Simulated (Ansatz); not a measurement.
A series of calculations on HfNH3Cl2F

**1. Relaxation**

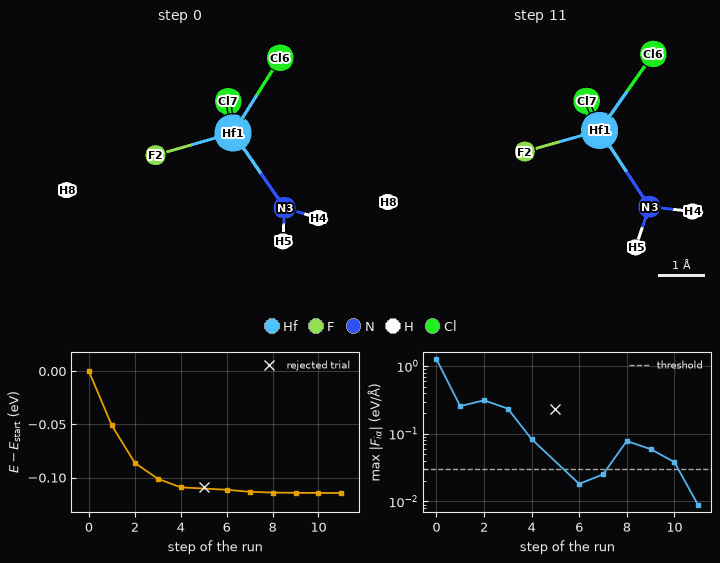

First and last geometry of a relaxation of HfNH₃Cl₂F (multiplicity 2), with the history of the run. The picture is a ball-and-stick view, seen at a tilt.

The run prepares an end point of a later path (reaction) calculation, from a guessed geometry.

All numbers below come from UKS PBE0-D4/def2-SVP in Ansatz 0.2.0.

The input:
```yaml
crystal:
  periodic: [false, false, false]
  atoms:
    - { symbol: Hf, position_ang: [-0.018876, -0.003303, -0.077869] }
    - { symbol: F, position_ang: [0.005981, 0.268399, 1.849623] }
    - { symbol: "N", position_ang: [1.888663, -0.017482, -0.667238] }
    - { symbol: H, position_ang: [2.251786, -0.519983, -1.476532] }
    - { symbol: H, position_ang: [2.652365, 0.50029, -0.234409] }
    - { symbol: Cl, position_ang: [-1.100991, 1.824862, -1.095847] }
    - { symbol: Cl, position_ang: [-0.963854, -2.027837, -0.808813] }
    - { symbol: H, position_ang: [0.162726, -0.024946, 3.951984] }
magnetization:
  spin_polarized: true
  initial_magnetization: 1
basis:
  gaussian: { orbitals: def2-SVP }
hamiltonian:
  xc: pbe0
  dispersion: d4
relax:
  f_tol: 0.03
  max_steps: 50
```

Command:
```bash
ansatz run input.yaml --threads 4 --pin off --max-ram 5120MiB --backend cpu --events-out ev --progress --plain --runs-dir out
```

Did the run converge, and what did it change?

Answer. It converged. The energy falls by 0.114 eV in 10 accepted moves (11 points after the start). The largest force component goes from 1.3 to 0.0088 eV/Å. The line search rejected the trial step at point 5 of the run. The forces were under the threshold at step 6, but the run went on from there. The atom that moves furthest after the best rigid fit is H8 (0.91 Å). Largest moves by element: H 0.91 Å, Cl 0.34 Å, F 0.22 Å, Hf 0.15 Å, N 0.11 Å. Near-neighbour distances that change, for instance: Hf1–F2 1.947 → 1.900 Å, Hf1–Cl7 2.351 → 2.358 Å. Among the angles between lasting bonds that change: F2–Hf1–Cl6 109.0° → 112.9°, F2–Hf1–Cl7 115.7° → 112.6°. Groups turn about Hf1–N3 by about 35°. The run took 24 s on 4 threads of Intel(R) Xeon(R) 6975P-C (Granite Rapids), with other jobs on the host, peak memory 0.41 GiB.

**2. Relaxation**

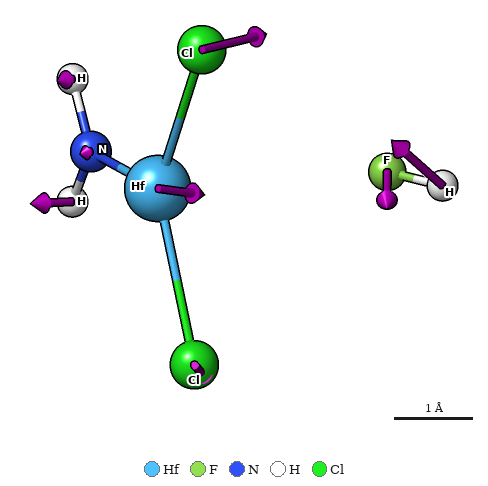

This is a relaxation of HfNH3Cl2F (multiplicity 2). The starting structure is drawn; purple arrows show the displacements, at their true length. The two geometries are superimposed by the best rigid fit.

The picture is a ball-and-stick view, seen at a tilt.

The run prepares an end point of a later path (reaction) calculation, from a guessed geometry.

All numbers below come from Ansatz, UKS PBE0-D4/def2-SVP.

The input:
```yaml
crystal:
  periodic: [false, false, false]
  atoms:
    - { symbol: Hf, position_ang: [0.026098, 0.001648, -0.606532] }
    - { symbol: F, position_ang: [0.204682, 0.003347, 2.566851] }
    - { symbol: "N", position_ang: [2.006188, 0.000621, -0.906874] }
    - { symbol: H, position_ang: [2.600944, -0.824559, -0.955597] }
    - { symbol: H, position_ang: [2.596883, 0.826689, -0.995543] }
    - { symbol: Cl, position_ang: [-0.998394, 2.117523, -0.373629] }
    - { symbol: Cl, position_ang: [-1.000008, -2.113524, -0.372059] }
    - { symbol: H, position_ang: [-0.558594, -0.011745, 3.084282] }
magnetization:
  spin_polarized: true
  initial_magnetization: 1
basis:
  gaussian: { orbitals: def2-SVP }
hamiltonian:
  xc: pbe0
  dispersion: d4
relax:
  f_tol: 0.03
  max_steps: 50
```

Command:
```bash
ansatz run input.yaml --threads 4 --pin off --max-ram 5120MiB --backend cpu --events-out ev --progress --plain --runs-dir out
```

What happened in the run?

Answer. Over 26 accepted moves (32 points after the start) the energy falls by 9.10 kcal/mol. The largest force component goes from 0.12 to 0.02 eV/Å. The line search rejected the trial steps at points 2, 9, 15, 18, 27, 30 of the run. Cl6 moves most after the best rigid fit: 1.36 Å. Largest moves by element: Cl 1.36 Å, H 1.16 Å, F 1.07 Å, Hf 0.87 Å, N 0.21 Å. Some distances before and after: Hf1–H8 3.737 → 2.632 Å, Hf1–F2 3.178 → 2.408 Å, Hf1–Cl6 2.362 → 2.446 Å, F2–H8 0.922 → 0.950 Å. New bonds form, among them: Hf1–F2 (3.18 → 2.41 Å). Among the angles between lasting bonds that change: Cl6–Hf1–Cl7 127.1° → 147.2°, N3–Hf1–Cl6 116.4° → 104.2°, N3–Hf1–Cl7 116.3° → 106.3°.

Limits of the set-up: the start holds two separate molecules, 3.2 Å apart at their closest, whose relative position is a soft coordinate.

**3. Path**

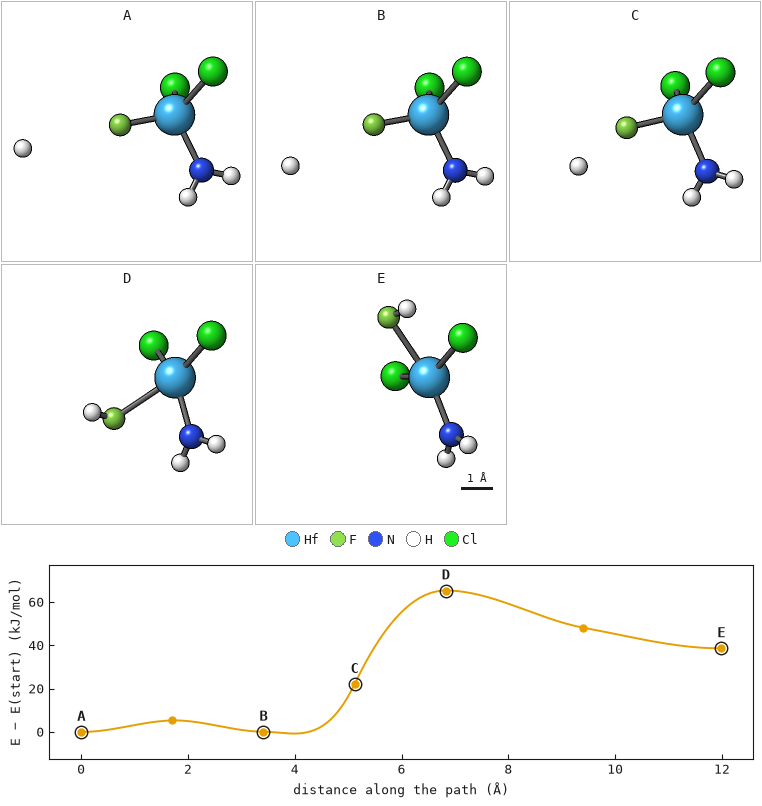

A search for the minimum-energy path of HfNH$_{3}$Cl$_{2}$F (multiplicity 2), made up at the start of HfNH2Cl2F and H by the nudged elastic band. Images are numbered from 0 (start) to 6 (end). Frames A to E are images 0, 2, 3, 4, 6. Style: ball-and-stick. Shown at a tilt.

Method: UKS PBE0-D4/def2-SVP (Ansatz 0.2.0). Run with 5 movable images; climbing image; force threshold 0.05 eV/Å; iteration limit 60; starting path through a guess of the saddle point.

### What happens along the path, and what is the barrier?

The path has more than one stage, and so few images may leave a stage unresolved. Forming: F–H (3.25 → 0.95 Å). The highest point, image 4, lies 65.3 kJ/mol above the start and 26.7 kJ/mol above the end; the end is at +38.6 kJ/mol relative to the start. The profile has 2 maxima (images 1, 4) with a dip at image 2 (+0.1 kJ/mol), so the process runs in steps. The band converged in 41 iterations. The largest component of the band force went from 13 to 0.049 eV/Å. The climbing image converged on the top of the path. Its vibrational analysis gives one imaginary mode (206i cm⁻¹), as a transition state must have.

Limits of the set-up: the start holds two separate molecules, 3.3 Å apart at their closest, whose relative position is a soft coordinate.

The run took 6.7 min on 4 threads of Intel(R) Xeon(R) 6975P-C (Granite Rapids), with other jobs on the host, peak memory 0.42 GiB.
